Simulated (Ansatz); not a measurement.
**Molecular dynamics, with input and output: SiHBrCl$_{4}$ (part 5 of 5)**

SiHBrCl$_{4}$; RKS PBE-D4/def2-SVP (Ansatz 0.2.0). It belongs to a series of runs on one base structure; here: dynamics from the highest image of the converged band.

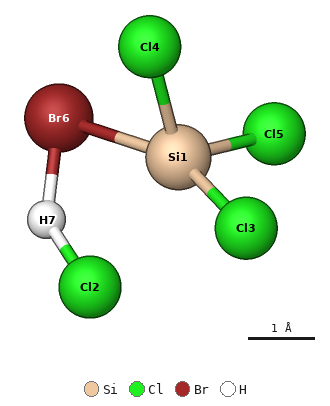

*The geometry at step 178 of the log (ball-and-stick view, seen at a tilt; atoms are numbered from 1 in the order of the input).*

### Trajectory as extended XYZ, continued
```
7
Properties=species:S:1:pos:R:3:forces:R:3 step=156 time_fs=78.0 energy=-127973.47168 temperature=78.1
Si   -0.3002    0.0334   -0.0617    0.1401  -0.2606  -0.0630
Cl    0.1204   -0.0956    2.3630    0.0855   0.0698  -0.1949
Cl    1.7865    0.0548   -0.2340   -0.0147   0.0196  -0.0114
Cl   -0.7576    1.7194   -1.1749   -0.0901   0.0421   0.2288
Cl   -0.7707   -1.7256   -1.0525    0.0851  -0.0001   0.1147
Br   -2.6301    0.0097    1.0567   -0.1252   0.1724  -0.0658
H    -1.3835   -0.0461    2.2650   -0.0807  -0.0432  -0.0084
7
Properties=species:S:1:pos:R:3:forces:R:3 step=158 time_fs=79.0 energy=-127973.47324 temperature=80.5
Si   -0.3009    0.0306   -0.0603    0.1863  -0.2073  -0.0742
Cl    0.1203   -0.0962    2.3602    0.0889   0.0650  -0.2046
Cl    1.7868    0.0569   -0.2333   -0.0253   0.0104  -0.0184
Cl   -0.7574    1.7189   -1.1741   -0.0909   0.0167   0.2438
Cl   -0.7703   -1.7267   -1.0529    0.0800  -0.0094   0.1154
Br   -2.6302    0.0107    1.0570   -0.1525   0.1666  -0.0749
H    -1.3869   -0.0465    2.2574   -0.0865  -0.0421   0.0129
7
Properties=species:S:1:pos:R:3:forces:R:3 step=160 time_fs=80.0 energy=-127973.47465 temperature=82.7
Si   -0.3016    0.0277   -0.0589    0.2345  -0.1524  -0.0824
Cl    0.1203   -0.0968    2.3574    0.0888   0.0599  -0.2159
Cl    1.7871    0.0590   -0.2326   -0.0348   0.0011  -0.0260
Cl   -0.7573    1.7184   -1.1733   -0.0919  -0.0090   0.2588
Cl   -0.7698   -1.7277   -1.0533    0.0744  -0.0196   0.1155
Br   -2.6303    0.0118    1.0573   -0.1819   0.1604  -0.0834
H    -1.3911   -0.0474    2.2499   -0.0890  -0.0405   0.0333
7
Properties=species:S:1:pos:R:3:forces:R:3 step=162 time_fs=81.0 energy=-127973.47594 temperature=84.7
Si   -0.3021    0.0247   -0.0575    0.2840  -0.0966  -0.0876
Cl    0.1203   -0.0973    2.3546    0.0852   0.0545  -0.2285
Cl    1.7874    0.0611   -0.2319   -0.0431  -0.0083  -0.0341
Cl   -0.7571    1.7179   -1.1724   -0.0932  -0.0348   0.2736
Cl   -0.7693   -1.7288   -1.0536    0.0682  -0.0303   0.1153
Br   -2.6304    0.0128    1.0576   -0.2130   0.1539  -0.0910
H    -1.3962   -0.0487    2.2428   -0.0882  -0.0385   0.0523
7
Properties=species:S:1:pos:R:3:forces:R:3 step=164 time_fs=82.0 energy=-127973.47714 temperature=86.6
Si   -0.3026    0.0217   -0.0561    0.3340  -0.0405  -0.0897
Cl    0.1203   -0.0978    2.3517    0.0784   0.0489  -0.2420
Cl    1.7877    0.0632   -0.2313   -0.0498  -0.0176  -0.0427
Cl   -0.7570    1.7174   -1.1714   -0.0946  -0.0604   0.2880
Cl   -0.7689   -1.7299   -1.0539    0.0617  -0.0413   0.1147
Br   -2.6306    0.0139    1.0578   -0.2455   0.1471  -0.0975
H    -1.4021   -0.0503    2.2361   -0.0842  -0.0361   0.0692
7
Properties=species:S:1:pos:R:3:forces:R:3 step=166 time_fs=83.0 energy=-127973.47829 temperature=88.3
Si   -0.3029    0.0188   -0.0548    0.3838   0.0152  -0.0888
Cl    0.1203   -0.0983    2.3487    0.0690   0.0430  -0.2561
Cl    1.7879    0.0653   -0.2306   -0.0549  -0.0270  -0.0517
Cl   -0.7569    1.7169   -1.1703   -0.0964  -0.0854   0.3019
Cl   -0.7684   -1.7309   -1.0541    0.0550  -0.0524   0.1140
Br   -2.6307    0.0150    1.0581   -0.2789   0.1400  -0.1028
H    -1.4089   -0.0523    2.2301   -0.0776  -0.0334   0.0835
7
Properties=species:S:1:pos:R:3:forces:R:3 step=168 time_fs=84.0 energy=-127973.47944 temperature=90.1
Si   -0.3032    0.0158   -0.0535    0.4322   0.0700  -0.0850
Cl    0.1203   -0.0988    2.3457    0.0574   0.0368  -0.2705
Cl    1.7882    0.0674   -0.2300   -0.0580  -0.0362  -0.0610
Cl   -0.7569    1.7163   -1.1691   -0.0983  -0.1098   0.3150
Cl   -0.7678   -1.7320   -1.0543    0.0482  -0.0633   0.1132
Br   -2.6309    0.0161    1.0584   -0.3128   0.1327  -0.1065
H    -1.4163   -0.0546    2.2249   -0.0688  -0.0303   0.0948
7
Properties=species:S:1:pos:R:3:forces:R:3 step=170 time_fs=85.0 energy=-127973.48064 temperature=92.0
Si   -0.3032    0.0128   -0.0522    0.4785   0.1232  -0.0787
Cl    0.1204   -0.0993    2.3426    0.0443   0.0304  -0.2845
Cl    1.7884    0.0694   -0.2293   -0.0590  -0.0454  -0.0706
Cl   -0.7568    1.7158   -1.1679   -0.1004  -0.1331   0.3273
Cl   -0.7673   -1.7331   -1.0545    0.0415  -0.0736   0.1124
Br   -2.6312    0.0172    1.0586   -0.3464   0.1253  -0.1086
H    -1.4245   -0.0572    2.2206   -0.0585  -0.0268   0.1026
7
Properties=species:S:1:pos:R:3:forces:R:3 step=172 time_fs=86.0 energy=-127973.48195 temperature=94.0
Si   -0.3031    0.0099   -0.0510    0.5216   0.1742  -0.0703
Cl    0.1205   -0.0998    2.3394    0.0303   0.0239  -0.2979
Cl    1.7886    0.0715   -0.2287   -0.0576  -0.0544  -0.0802
Cl   -0.7568    1.7152   -1.1665   -0.1026  -0.1552   0.3386
Cl   -0.7668   -1.7343   -1.0547    0.0351  -0.0831   0.1120
Br   -2.6315    0.0183    1.0588   -0.3792   0.1177  -0.1087
H    -1.4332   -0.0601    2.2173   -0.0475  -0.0231   0.1065
7
Properties=species:S:1:pos:R:3:forces:R:3 step=174 time_fs=87.0 energy=-127973.48341 temperature=96.3
Si   -0.3029    0.0070   -0.0498    0.5607   0.2225  -0.0601
Cl    0.1205   -0.1003    2.3361    0.0159   0.0171  -0.3101
Cl    1.7888    0.0736   -0.2281   -0.0537  -0.0632  -0.0900
Cl   -0.7569    1.7145   -1.1651   -0.1048  -0.1759   0.3488
Cl   -0.7662   -1.7354   -1.0548    0.0290  -0.0914   0.1119
Br   -2.6318    0.0195    1.0591   -0.4106   0.1100  -0.1066
H    -1.4423   -0.0632    2.2150   -0.0365  -0.0190   0.1061
7
Properties=species:S:1:pos:R:3:forces:R:3 step=176 time_fs=88.0 energy=-127973.48505 temperature=98.8
Si   -0.3024    0.0042   -0.0486    0.5952   0.2675  -0.0486
Cl    0.1206   -0.1007    2.3328    0.0017   0.0102  -0.3210
Cl    1.7890    0.0756   -0.2276   -0.0471  -0.0718  -0.0999
Cl   -0.7569    1.7138   -1.1636   -0.1071  -0.1951   0.3579
Cl   -0.7656   -1.7366   -1.0549    0.0234  -0.0984   0.1123
Br   -2.6322    0.0206    1.0593   -0.4399   0.1022  -0.1021
H    -1.4518   -0.0664    2.2138   -0.0262  -0.0146   0.1013
7
Properties=species:S:1:pos:R:3:forces:R:3 step=178 time_fs=89.0 energy=-127973.48693 temperature=101.7
Si   -0.3017    0.0016   -0.0474    0.6243   0.3087  -0.0362
Cl    0.1207   -0.1012    2.3293   -0.0118   0.0033  -0.3302
Cl    1.7892    0.0776   -0.2270   -0.0378  -0.0801  -0.1098
Cl   -0.7570    1.7130   -1.1620   -0.1094  -0.2125   0.3657
Cl   -0.7651   -1.7378   -1.0550    0.0185  -0.1038   0.1135
Br   -2.6327    0.0218    1.0595   -0.4668   0.0942  -0.0951
H    -1.4616   -0.0698    2.2134   -0.0170  -0.0099   0.0921
7
Properties=species:S:1:pos:R:3:forces:R:3 step=180 time_fs=90.0 energy=-127973.48905 temperature=105.0
Si   -0.3008   -0.0010   -0.0462    0.6478   0.3457  -0.0233
Cl    0.1208   -0.1017    2.3258   -0.0244  -0.0037  -0.3376
Cl    1.7893    0.0796   -0.2265   -0.0255  -0.0880  -0.1198
Cl   -0.7571    1.7122   -1.1603   -0.1116  -0.2281   0.3723
Cl   -0.7645   -1.7390   -1.0550    0.0144  -0.1072   0.1156
Br   -2.6331    0.0230    1.0596   -0.4910   0.0862  -0.0855
H    -1.4715   -0.0733    2.2140   -0.0097  -0.0050   0.0784
7
Properties=species:S:1:pos:R:3:forces:R:3 step=182 time_fs=91.0 energy=-127973.49144 temperature=108.7
Si   -0.2997   -0.0035   -0.0451    0.6656   0.3782  -0.0102
Cl    0.1208   -0.1021    2.3222   -0.0357  -0.0106  -0.3433
Cl    1.7895    0.0816   -0.2261   -0.0102  -0.0956  -0.1298
Cl   -0.7572    1.7113   -1.1584   -0.1138  -0.2417   0.3775
Cl   -0.7639   -1.7403   -1.0550    0.0111  -0.1085   0.1186
Br   -2.6337    0.0242    1.0598   -0.5126   0.0781  -0.0736
H    -1.4815   -0.0769    2.2153   -0.0045   0.0002   0.0607
7
Properties=species:S:1:pos:R:3:forces:R:3 step=184 time_fs=92.0 energy=-127973.49410 temperature=112.8
Si   -0.2984   -0.0058   -0.0439    0.6776   0.4056   0.0027
Cl    0.1209   -0.1026    2.3185   -0.0453  -0.0174  -0.3473
Cl    1.7896    0.0835   -0.2256    0.0082  -0.1027  -0.1400
Cl   -0.7574    1.7104   -1.1565   -0.1159  -0.2533   0.3815
Cl   -0.7634   -1.7416   -1.0550    0.0087  -0.1076   0.1228
Br   -2.6343    0.0254    1.0600   -0.5318   0.0699  -0.0594
H    -1.4915   -0.0804    2.2172   -0.0016   0.0055   0.0397
7
Properties=species:S:1:pos:R:3:forces:R:3 step=186 time_fs=93.0 energy=-127973.49704 temperature=117.4
Si   -0.2968   -0.0080   -0.0428    0.6841   0.4278   0.0152
Cl    0.1210   -0.1031    2.3147   -0.0529  -0.0240  -0.3498
Cl    1.7898    0.0854   -0.2252    0.0297  -0.1094  -0.1505
Cl   -0.7576    1.7094   -1.1545   -0.1179  -0.2628   0.3842
Cl   -0.7628   -1.7429   -1.0549    0.0072  -0.1042   0.1283
Br   -2.6350    0.0266    1.0601   -0.5492   0.0616  -0.0436
H    -1.5016   -0.0839    2.2195   -0.0011   0.0109   0.0163
7
Properties=species:S:1:pos:R:3:forces:R:3 step=188 time_fs=94.0 energy=-127973.50028 temperature=122.4
Si   -0.2950   -0.0101   -0.0416    0.6857   0.4445   0.0273
Cl    0.1210   -0.1035    2.3108   -0.0584  -0.0303  -0.3513
Cl    1.7899    0.0873   -0.2249    0.0544  -0.1157  -0.1613
Cl   -0.7578    1.7083   -1.1524   -0.1199  -0.2702   0.3857
Cl   -0.7622   -1.7443   -1.0548    0.0066  -0.0982   0.1350
Br   -2.6357    0.0278    1.0603   -0.5655   0.0535  -0.0269
H    -1.5117   -0.0873    2.2219   -0.0030   0.0163  -0.0085
7
Properties=species:S:1:pos:R:3:forces:R:3 step=190 time_fs=95.0 energy=-127973.50385 temperature=127.9
Si   -0.2930   -0.0120   -0.0404    0.6830   0.4556   0.0387
Cl    0.1210   -0.1040    2.3068   -0.0614  -0.0363  -0.3519
Cl    1.7901    0.0892   -0.2246    0.0822  -0.1214  -0.1725
Cl   -0.7581    1.7072   -1.1501   -0.1219  -0.2754   0.3859
Cl   -0.7616   -1.7456   -1.0547    0.0069  -0.0896   0.1431
Br   -2.6366    0.0290    1.0604   -0.5817   0.0456  -0.0101
H    -1.5218   -0.0905    2.2243   -0.0070   0.0214  -0.0332
7
Properties=species:S:1:pos:R:3:forces:R:3 step=192 time_fs=96.0 energy=-127973.50779 temperature=134.0
Si   -0.2907   -0.0137   -0.0392    0.6765   0.4610   0.0496
Cl    0.1210   -0.1045    2.3027   -0.0617  -0.0419  -0.3523
Cl    1.7903    0.0910   -0.2243    0.1130  -0.1265  -0.1844
Cl   -0.7584    1.7059   -1.1478   -0.1240  -0.2785   0.3850
Cl   -0.7610   -1.7470   -1.0545    0.0080  -0.0783   0.1527
Br   -2.6375    0.0302    1.0606   -0.5991   0.0379   0.0056
H    -1.5320   -0.0935    2.2263   -0.0128   0.0262  -0.0562
7
Properties=species:S:1:pos:R:3:forces:R:3 step=194 time_fs=97.0 energy=-127973.51218 temperature=140.8
Si   -0.2882   -0.0153   -0.0380    0.6672   0.4608   0.0600
Cl    0.1210   -0.1050    2.2985   -0.0592  -0.0470  -0.3528
Cl    1.7905    0.0928   -0.2241    0.1469  -0.1311  -0.1969
Cl   -0.7587    1.7046   -1.1453   -0.1261  -0.2795   0.3829
Cl   -0.7604   -1.7485   -1.0543    0.0099  -0.0644   0.1636
Br   -2.6384    0.0315    1.0607   -0.6188   0.0308   0.0192
H    -1.5423   -0.0963    2.2278   -0.0198   0.0305  -0.0760
7
Properties=species:S:1:pos:R:3:forces:R:3 step=196 time_fs=98.0 energy=-127973.51706 temperature=148.3
Si   -0.2855   -0.0167   -0.0368    0.6557   0.4549   0.0699
Cl    0.1210   -0.1056    2.2942   -0.0538  -0.0516  -0.3537
Cl    1.7908    0.0945   -0.2239    0.1837  -0.1351  -0.2103
Cl   -0.7591    1.7032   -1.1428   -0.1284  -0.2785   0.3798
Cl   -0.7598   -1.7499   -1.0541    0.0126  -0.0479   0.1759
Br   -2.6394    0.0327    1.0609   -0.6422   0.0243   0.0293
H    -1.5528   -0.0988    2.2286   -0.0274   0.0339  -0.0909
7
Properties=species:S:1:pos:R:3:forces:R:3 step=198 time_fs=99.0 energy=-127973.52251 temperature=156.8
Si   -0.2825   -0.0180   -0.0356    0.6427   0.4435   0.0795
Cl    0.1209   -0.1061    2.2898   -0.0455  -0.0556  -0.3555
Cl    1.7911    0.0963   -0.2238    0.2233  -0.1384  -0.2247
Cl   -0.7595    1.7018   -1.1401   -0.1309  -0.2755   0.3758
Cl   -0.7592   -1.7514   -1.0538    0.0158  -0.0290   0.1896
Br   -2.6406    0.0340    1.0610   -0.6705   0.0188   0.0347
H    -1.5635   -0.1009    2.2285   -0.0348   0.0363  -0.0993
7
Properties=species:S:1:pos:R:3:forces:R:3 step=200 time_fs=100.0 energy=-127973.52855 temperature=166.1
Si   -0.2793   -0.0191   -0.0343    0.6287   0.4269   0.0887
Cl    0.1209   -0.1066    2.2853   -0.0345  -0.0590  -0.3582
Cl    1.7915    0.0979   -0.2238    0.2655  -0.1412  -0.2400
Cl   -0.7599    1.7002   -1.1374   -0.1336  -0.2706   0.3708
Cl   -0.7586   -1.7528   -1.0534    0.0196  -0.0078   0.2044
Br   -2.6417    0.0352    1.0612   -0.7048   0.0143   0.0340
H    -1.5746   -0.1027    2.2274   -0.0410   0.0374  -0.0997
```

The run was set up as follows.

### Input file
```yaml
crystal:
  periodic: [false, false, false]
  atoms:
    - { symbol: Si, position_ang: [-0.333918, 0.0, -0.082881] }
    - { symbol: Cl, position_ang: [0.140052, 0.0, 2.381506] }
    - { symbol: Cl, position_ang: [1.75401, 0.0, -0.25597] }
    - { symbol: Cl, position_ang: [-0.765844, 1.771871, -1.061258] }
    - { symbol: Cl, position_ang: [-0.765844, -1.771871, -1.061258] }
    - { symbol: Br, position_ang: [-2.61201, 0.0, 1.01849] }
    - { symbol: H, position_ang: [-1.306847, 0.0, 2.310669] }
basis:
  gaussian: { orbitals: def2-SVP }
hamiltonian:
  xc: pbe
  dispersion: d4
md:
  timestep: 0.5
  n_steps: 200
  ensemble: nve
  temperature: 100.0
  initial_velocities: maxwell_boltzmann
  seed: 3375
```

Launched with:
```bash
ansatz run input.yaml --threads 4 --pin off --max-ram 5120MiB --backend cpu --events-out ev --progress --plain --runs-dir out
```

### Key numbers

```json
{"quantity": "outcome", "value": "finished"}
{"quantity": "mean temperature over the second half", "value": "74 K"}
{"quantity": "trajectory", "value": "200 steps, 100 fs"}
{"quantity": "ensemble", "value": "nve"}
{"quantity": "temperature in the input", "value": "100.0 K"}
{"quantity": "time step", "value": "0.5 fs"}
{"quantity": "potential energy (last step)", "value": "−127973.5286 eV"}
{"quantity": "mean-field energy (last step)", "value": "−127973.1276 eV"}
{"quantity": "largest force (length of the vector) (last step)", "value": "0.765 eV/Å"}
{"quantity": "hardware", "value": "4 threads of Intel Xeon (Granite Rapids), 192 GiB of memory available, shared host"}
{"quantity": "wall time", "value": "2.4 min (CPU time 8.6 min)"}
{"quantity": "peak memory", "value": "0.22 GiB"}
```

### Notes

So short a trajectory is not equilibrated.
